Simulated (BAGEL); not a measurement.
# CH3GaS (SMILES [CH2]1[S][GaH]1): levels of theory compared

Aim: a comparison of 5 runs (HF/STO-3G, B3LYP/6-31G*, B3LYP/cc-pVDZ, PBE0/cc-pVDZ, RI-MP2/cc-pVDZ) of CH3GaS. 

The results are computed with BAGEL 1.2.2.

3 further runs of the same task are left out: 3 that didn't finish. Runs told in other sessions of the task aren't counted.

## (1) The molecule

CH3GaS has 6 atoms, charge 0, and is taken as a singlet. As SMILES, `[CH2]1[S][GaH]1`. Geometry: a GFN2-xTB relaxation, a rough one for these elements and not checked as a minimum.

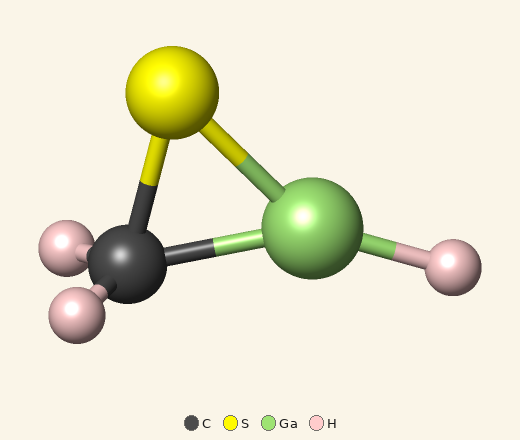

Viewed from a chosen angle; carbon dark grey, sulfur yellow, gallium green, hydrogen pink.

## (2) A single-point energy at HF/STO-3G (density fitting with qzvpp-jkfit) (run 1)

input.json reads:

```json
{ "bagel": [

{
  "title": "molecule",
  "basis": "sto-3g",
  "df_basis": "qzvpp-jkfit",
  "angstrom": true,
  "geometry": [
    { "atom": "C", "xyz": [   -0.417640,    0.080650,   -0.719480 ] },
    { "atom": "S", "xyz": [    0.615750,   -1.552450,   -0.170900 ] },
    { "atom": "Ga", "xyz": [    0.451480,    0.232710,    1.054040 ] },
    { "atom": "H", "xyz": [   -1.449600,   -0.230400,   -0.870360 ] },
    { "atom": "H", "xyz": [    0.021250,    0.438830,   -1.648680 ] },
    { "atom": "H", "xyz": [    0.778760,    1.030660,    2.355380 ] }
  ]
},
{
  "title": "hf"
},
{
  "title": "print",
  "file": "orbitals.molden",
  "orbitals": true
}

]}
```

Started as:

```bash
$ BAGEL_NUM_THREADS=1 BAGEL input.json > input.out
```

What it wrote:

```text
* using 1 threads per process

  ===============================================================
  ===============================================================

  *** Geometry ***

  { "atom" : "C", "xyz" : [     -0.789225,      0.152406,     -1.359620 ] },
  { "atom" : "S", "xyz" : [      1.163599,     -2.933705,     -0.322954 ] },
  { "atom" : "Ga", "xyz" : [      0.853174,      0.439758,      1.991847 ] },
  { "atom" : "H", "xyz" : [     -2.739347,     -0.435393,     -1.644742 ] },
  { "atom" : "H", "xyz" : [      0.040157,      0.829269,     -3.115554 ] },
  { "atom" : "H", "xyz" : [      1.471643,      1.947665,      4.451023 ] },

  Number of auxiliary basis functions:      523

  Since a DF basis is specified, we compute 2- and 3-index integrals:
    o Being stored without compression. Storage requirement is 0.005 GB

  Number of basis functions:       35
  Number of electrons      :       56

    * METHOD: MOLECULE                             0.21

  *** RHF ***

  === Nuclear Repulsion ===
   234.6176457790

      * DIIS with orbital gradients will be used.

  === RHF iteration (sto-3g) ===
      0      -2333.10186656          0.01071017           0.03
      1      -2333.15236733          0.00688770           0.03
      2      -2333.17300261          0.00103008           0.03
[... 14 lines of this table left out ...]
     17      -2333.17390552          0.00000001           0.03
    * SCF iteration converged.

    * Permanent dipole moment:
           (    0.009528,    -0.342399,    -0.277041) a.u.

    * METHOD: HF                                   0.69

    * METHOD: PRINT                                0.00

  ===============================================================
```

Wall time 1 s (1 thread of Arm Neoverse V1, shared host).

## (3) A single-point energy at B3LYP/6-31G(d) (density fitting with qzvpp-jkfit, spherical functions) (run 2)

calc.json reads:

```json
{ "bagel": [

{
  "title": "molecule",
  "basis": "6-31gs.json",
  "df_basis": "qzvpp-jkfit",
  "angstrom": true,
  "geometry": [
    { "atom": "C", "xyz": [   -0.417640,    0.080650,   -0.719480 ] },
    { "atom": "S", "xyz": [    0.615750,   -1.552450,   -0.170900 ] },
    { "atom": "Ga", "xyz": [    0.451480,    0.232710,    1.054040 ] },
    { "atom": "H", "xyz": [   -1.449600,   -0.230400,   -0.870360 ] },
    { "atom": "H", "xyz": [    0.021250,    0.438830,   -1.648680 ] },
    { "atom": "H", "xyz": [    0.778760,    1.030660,    2.355380 ] }
  ]
},
{
  "title": "ks",
  "xc_func": "b3lyp"
},
{
  "title": "print",
  "file": "orbitals.molden",
  "orbitals": true
}

]}
```

The basis set 6-31G* is read from a file made from the Basis Set Exchange's data (not shown).

Started as:

```bash
$ BAGEL_NUM_THREADS=1 BAGEL calc.json > calc.out
```

What it wrote:

```text
* using 1 threads per process

  ===============================================================
  ===============================================================

  *** Geometry ***

[... 19 lines left out ...]
    * Removing 10140 points whose weight is below 1.00e-10
[... 2 lines left out ...]
  === Nuclear Repulsion ===
   234.6176457790

       - DIIS with orbital gradients will be used.

  === KS iteration (b3lyp / 6-31gs.json) ===
      0      -2295.06008318          0.11898444           0.29
      1      -2098.58644805          0.23682896           0.28
      2      -2225.91052016          0.14613075           0.28
[... 17 lines of this table left out ...]
     20      -2362.69382337          0.00000001           0.28
    * SCF iteration converged.

    * Permanent dipole moment:
           (    0.162310,    -0.778632,    -0.363789) a.u.

    * METHOD: KS                                   6.12

    * METHOD: PRINT                                0.01

  ===============================================================
```

Wall time 6.6 s (1 thread of Arm Neoverse V1, shared host); peak memory 0.32 GiB.

Run 3 isn't shown in full; the table further down has it.

## (4) The energy at PBE0/cc-pVDZ (density fitting with qzvpp-jkfit) (run 4)

dft.json reads:

```json
{ "bagel": [

{
  "title": "molecule",
  "basis": "cc-pvdz.json",
  "df_basis": "qzvpp-jkfit",
  "angstrom": true,
  "geometry": [
    { "atom": "C", "xyz": [   -0.417640,    0.080650,   -0.719480 ] },
    { "atom": "S", "xyz": [    0.615750,   -1.552450,   -0.170900 ] },
    { "atom": "Ga", "xyz": [    0.451480,    0.232710,    1.054040 ] },
    { "atom": "H", "xyz": [   -1.449600,   -0.230400,   -0.870360 ] },
    { "atom": "H", "xyz": [    0.021250,    0.438830,   -1.648680 ] },
    { "atom": "H", "xyz": [    0.778760,    1.030660,    2.355380 ] }
  ]
},
{
  "title": "ks",
  "xc_func": "pbe0"
},
{
  "title": "print",
  "file": "orbitals.molden",
  "orbitals": true
}

]}
```

The basis set cc-pVDZ is read from a file made from the Basis Set Exchange's data (not shown).

Started as:

```bash
$ BAGEL_NUM_THREADS=1 BAGEL dft.json > dft.out
```

What it wrote:

```text
* using 1 threads per process

  ===============================================================
  ===============================================================

  *** Geometry ***

[... 19 lines left out ...]
    * Removing 10140 points whose weight is below 1.00e-10
[... 2 lines left out ...]
  === Nuclear Repulsion ===
   234.6176457790

       - DIIS with orbital gradients will be used.

  === KS iteration (pbe0 / cc-pvdz.json) ===
      0      -2345.70326241          0.08928693           0.30
      1      -2265.10201011          0.21946354           0.29
      2      -2334.41596342          0.09984446           0.29
[... 15 lines of this table left out ...]
     18      -2362.45918232          0.00000001           0.29
    * SCF iteration converged.

    * Permanent dipole moment:
           (    0.138811,    -0.795312,    -0.422803) a.u.

    * METHOD: KS                                   5.83

    * METHOD: PRINT                                0.01

  ===============================================================
```

Run time: 6.3 s. Hardware: 1 thread of Arm Neoverse V1, shared host; peak memory 0.33 GiB.

## (5) A single-point energy at RI-MP2/cc-pVDZ (density fitting with qzvpp-jkfit) (run 5)

job.json reads:

```json
{ "bagel" : [

{
  "title" : "molecule",
  "basis" : "cc-pvdz.json",
  "df_basis" : "qzvpp-jkfit",
  "angstrom" : true,
  "geometry" : [
    { "atom" : "C", "xyz" : [   -0.417640,    0.080650,   -0.719480 ] },
    { "atom" : "S", "xyz" : [    0.615750,   -1.552450,   -0.170900 ] },
    { "atom" : "Ga", "xyz" : [    0.451480,    0.232710,    1.054040 ] },
    { "atom" : "H", "xyz" : [   -1.449600,   -0.230400,   -0.870360 ] },
    { "atom" : "H", "xyz" : [    0.021250,    0.438830,   -1.648680 ] },
    { "atom" : "H", "xyz" : [    0.778760,    1.030660,    2.355380 ] }
  ]
},
{
  "title" : "hf"
},
{
  "title" : "mp2",
  "ncore" : 15
}

]}
```

The basis set cc-pVDZ is read from a file made from the Basis Set Exchange's data (not shown).

Started as:

```bash
$ BAGEL_NUM_THREADS=1 BAGEL job.json > job.out
```

What it wrote:

```text
* using 1 threads per process

  ===============================================================
  ===============================================================

  *** Geometry ***

[... 30 lines left out ...]
    * SCF iteration converged.
[... 1 line left out ...]
    * Permanent dipole moment:
[... 2 lines left out ...]
    * METHOD: HF                                   1.30

  *** RHF ***

  === Nuclear Repulsion ===
   234.6176457790

      * DIIS with orbital gradients will be used.

  === RHF iteration (cc-pvdz.json) ===
      0      -2360.33108619          0.00000000           0.07
    * SCF iteration converged.

    * Permanent dipole moment:
           (    0.160144,    -1.016023,    -0.572824) a.u.

  === DF-MP2 calculation ===

    * freezing 15 orbitals
    * 3-index integral transformation done
    * assembly done

      MP2 correlation energy:   -0.3549432118      0.03

      MP2 total energy:       -2360.6860294038

    * METHOD: MP2                                  0.18

  ===============================================================
```

Run time: 1.9 s. Hardware: 1 thread of Arm Neoverse V1, shared host.

## (6) Overview of the runs

```csv
run,level,frozen core orbitals,energy (Eh),dipole moment (D),HOMO energy (eV),LUMO energy (eV),wall time
1,HF/STO-3G (density fitting with qzvpp-jkfit),–,-2333.173906,1.12,-6.65,4.74,1 s
2,"B3LYP/6-31G* (density fitting with qzvpp-jkfit, spherical functions)",–,-2362.693823,2.22,-6.59,-1.67,6.6 s
3,B3LYP/cc-pVDZ (density fitting with qzvpp-jkfit),–,-2362.964374,2.16,-6.56,-1.63,6.9 s
4,PBE0/cc-pVDZ (density fitting with qzvpp-jkfit),–,-2362.459182,2.32,-6.83,-1.40,6.3 s
5,RI-MP2/cc-pVDZ (density fitting with qzvpp-jkfit),15,-2360.686029,–,–,–,1.9 s
```

## (7) Summary of results

| quantity | value |
| --- | --- |
| run 5: total energy | -2360.68603 Eh |
| run 5: correlation energy (15 core orbitals frozen) | -354.9 mEh |

What this shows: Over runs 1, 2, 3, 4 the dipole moment (its size) runs from 1.12 D (HF/STO-3G) to 2.32 D (PBE0/cc-pVDZ). The two ends differ in method and basis. Over runs 1, 2, 3, 4 the HOMO–LUMO gap runs from 4.92 eV (B3LYP/6-31G*) to 11.38 eV (HF/STO-3G). Totals of different functionals can't be ranked against each other. In run 1 the basis is minimal, so the values are rough. All runs together took 23 s, the longest 6.9 s.
